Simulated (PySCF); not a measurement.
## Electronic structure of GaBr in real space

```xyz
2

Ga    0.0000    0.0000   -1.2704
Br    0.0000    0.0000    1.1096
```

Theory: PBE0/def2-TZVPPD, non-relativistic Hamiltonian with scalar-relativistic core potentials where named, at a bond length of 2.380 Å (PySCF 2.14.0).

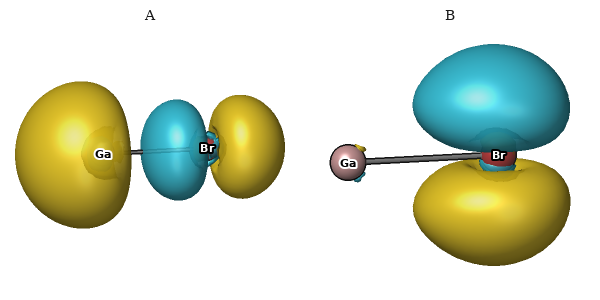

Figure 1. Two frontier orbitals, each drawn at the value that holds 80 % of its norm (yellow and cyan are the two phases), in no order; of a degenerate pair one member is drawn.

Q: Name the orbitals and rank them from lowest to highest energy.

A: Orbital B: π, occupied, −8.24 eV; mainly on Br (90 %).
Orbital A: σ, occupied, −7.34 eV; shared between the atoms (Ga 60 %, Br 40 %).

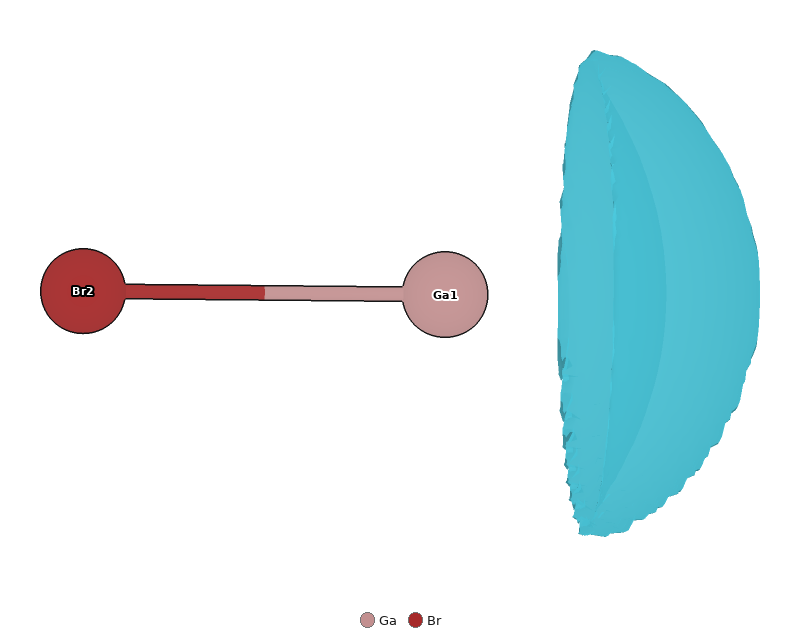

Figure 2. Isosurface of the ELF at 0.9 (cyan), seen from one side. Core shells and regions of very low density are left out.

Q: Where are the electrons localised?

A: At this value the surface marks out one lobe on Ga, pointing away from the bonds (lone pairs). Profiles from the grid: Ga–Br (2.38 Å): the ELF peaks at about 0.75 in the valence shell of Br, 1.0 Å from its nucleus, and is about 0.60 at the midpoint.

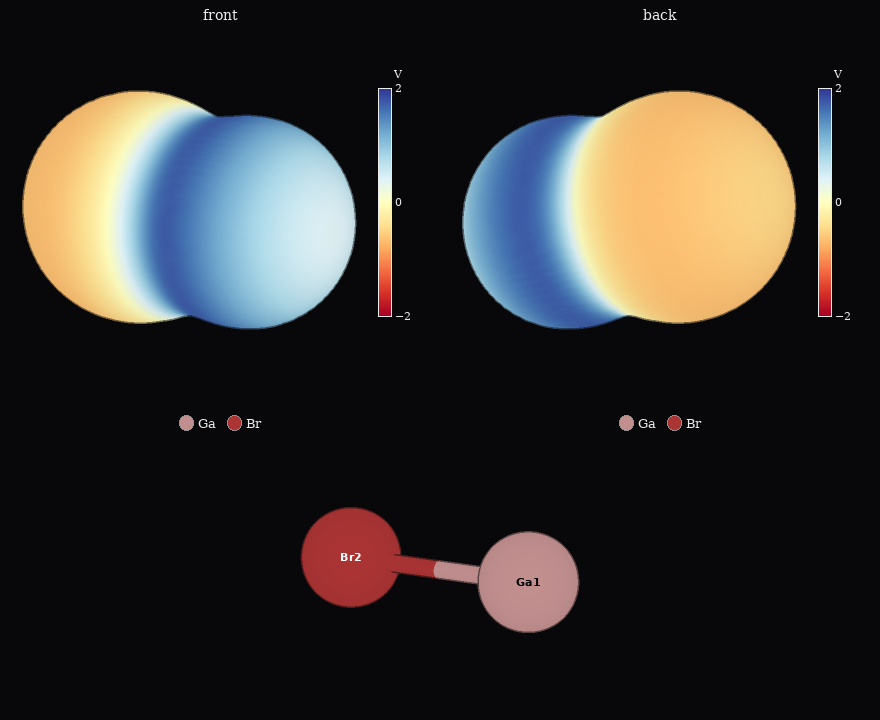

Figure 3. The electrostatic potential painted on the density surface at 0.002 e/bohr³, seen from the front and from behind; the colour scale runs from red (negative) to blue (positive). The bare structure is drawn below in the same view.

Q: Which sites attract a positive test charge, and which a negative one?

A: A positive charge is drawn to the negative regions and a negative charge to the positive ones. The most negative region (about −0.7 V) lies over Br2, the most positive (about +1.8 V) over Ga1.
